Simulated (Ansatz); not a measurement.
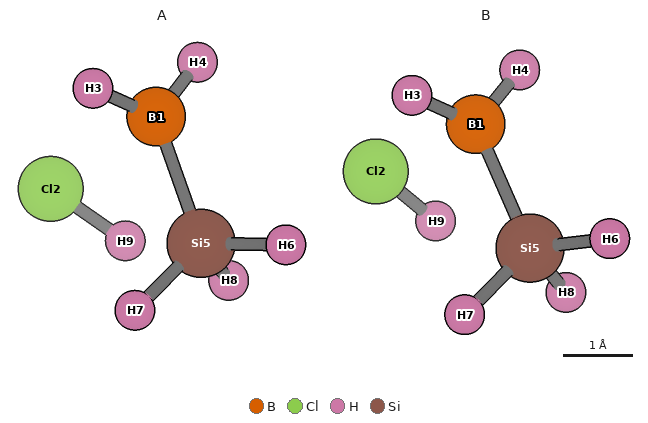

Two geometries of BSiH$_{6}$Cl, drawn at one scale. One is the start of a relaxation, the other its converged end. A ball-and-stick model, seen from a free direction.

These are results of RKS B3LYP-D4/def2-SVP (Ansatz), not measurements. (no spin polarisation; force threshold 0.03 eV/Å; at most 50 steps)

Question: Which of the two is the end point?

Answer: Structure B is the relaxed one. The run prepares an end point of a later path (reaction) calculation, from a guessed geometry. The atom that moves furthest after the best rigid fit is H9 (0.54 Å). Largest moves by element: H 0.54 Å, Cl 0.45 Å, B 0.21 Å, Si 0.13 Å. Among the contacts that change: B1–Cl2 3.055 → 2.480 Å, B1–Si5 1.973 → 2.019 Å, Cl2–H9 1.337 → 1.296 Å. Over 8 geometry steps the energy falls by 3.06 kcal/mol. The largest force component goes from 0.98 to 0.027 eV/Å.
